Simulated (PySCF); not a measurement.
Sn(Br)(Me), CH₃BrSn, SMILES [CH3][Sn][Br] at its CAM-B3LYP/def2-SVP optimised geometry (Å):

```
6

Sn    -0.6701    -1.2986     0.0000
Br     1.8823    -1.2986     0.0000
C     -0.8339     0.8875     0.0000
H     -0.3049     1.2986    -0.8743
H     -0.3426     1.2930     0.8989
H     -1.8823     1.2210    -0.0201
```

Level of theory: CAM-B3LYP/def2-TZVP, def2 effective core potentials past Kr in PySCF. The core electrons that the potentials of Sn replace are not part of the density.

Map of the electron localisation function on the plane z = 1.0 Å:

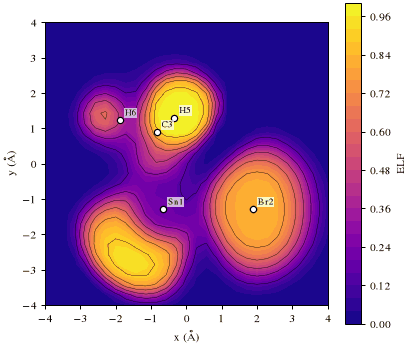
Electron localisation function on the plane z = 1.0 Å.
